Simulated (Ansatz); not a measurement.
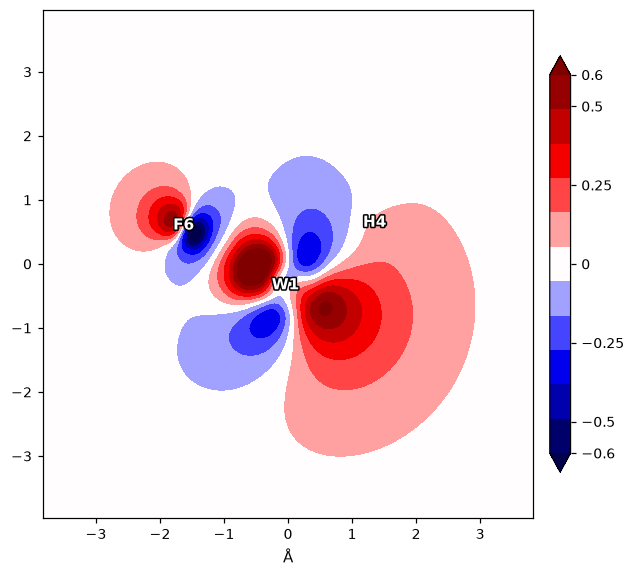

FH5W. One frontier orbital on the plane of atoms H4, W1 and F6 (values in Å⁻³ᐟ²; the overall sign is arbitrary).

Core potentials replace the inner electrons of W.

Computed with RKS BLYP/def2-SVP in Ansatz.

```yaml
atoms:
  - { symbol: W, position_ang: [0.0780, -0.2497, 0.0780] }
  - { symbol: H, position_ang: [0.4280, 0.0574, 1.7140] }
  - { symbol: H, position_ang: [1.7140, 0.0574, 0.4280] }
  - { symbol: H, position_ang: [-0.8182, 0.8848, -0.8182] }
  - { symbol: H, position_ang: [-1.1370, 0.5678, 0.9433] }
  - { symbol: F, position_ang: [-0.3085, -2.0154, -0.3085] }
  - { symbol: H, position_ang: [0.9433, 0.5678, -1.1370] }
```

Question: Which orbital is it: HOMO or LUMO?

Answer: The LUMO, at −3.25 eV. It lies mainly on W1 (about 70 %) and F6 (about 10 %).
